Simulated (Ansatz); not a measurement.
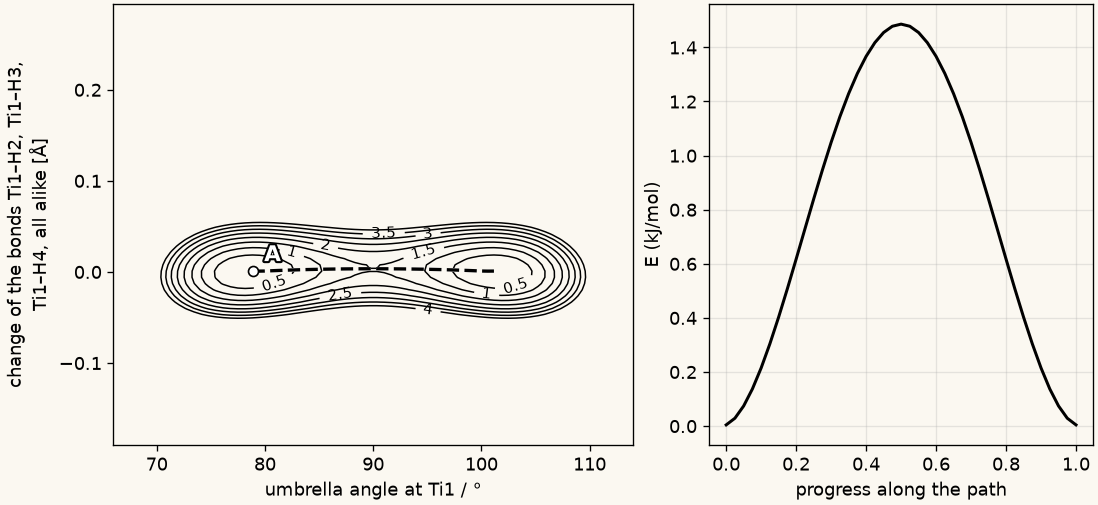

TiH3, spin multiplicity 2. 
- First axis: umbrella angle at Ti1 (between each of its bonds and their common axis; 90 is planar). Second axis: change of the bonds Ti1–H2, Ti1–H3, Ti1–H4, all alike.
- Nothing is relaxed (all other coordinates rigid).
- The scan uses a 13 × 13 grid; 91 points were computed and 78 follow by symmetry.
- Points are written as (first, second).
- Energies are in kJ/mol, from the relaxed molecule at the same level.
- Theory: UKS PBE-D4/def2-TZVP (Ansatz).

The picture shows contour lines labelled in kJ/mol (none above 4), a line along the lowest path, the energy along the path at the right, the start A. Between grid points the surface is interpolated.

> Describe the path and its barrier.

The easiest path leads from the well at about (79°, 0.00 Å) to a well of about the same depth at about (101°, 0.00 Å). Its highest point lies about 1.5 kJ/mol above the bottom of the first well on the interpolated surface, at about (90°, 0.00 Å). The start is the relaxed structure and all else is held, so a fully relaxed path at this level can only be lower.
